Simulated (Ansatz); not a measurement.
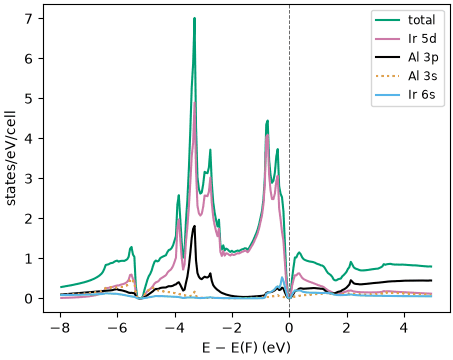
Fig. 1. Total and projected density of states of AlIr (rock salt, Fm-3m), plane-wave PAW PBEsol (Ansatz code)

**Question.** Which orbitals carry the states next to the Fermi level?

**Answer.** Within 0.5 eV of the Fermi level: Ir 5d 70 %, Ir 6s 14 %, Al 3p 12 %. Projections are on Löwdin-orthogonalised atomic valence shells; empty p or d shells of many metals are not among them.

**Question.** Where is the tallest occupied peak in this window, and what makes it?

**Answer.** Near -3.3 eV, about 7.0 states/eV per cell; the largest projected share is Ir 5d.

The start of the workflow was typed in or built on a structure type; neither database checked (COD, Materials Project) lists it. Its standing as an ambient phase is unchecked. The PBEsol relaxation kept the symmetry of its start. At this level the phase is mechanically unstable. The run is not spin-polarised. Scalar-relativistic: spin–orbit coupling is off unless named, which matters more the heavier the elements.

Potentials: the later of the program's two PAW sets.
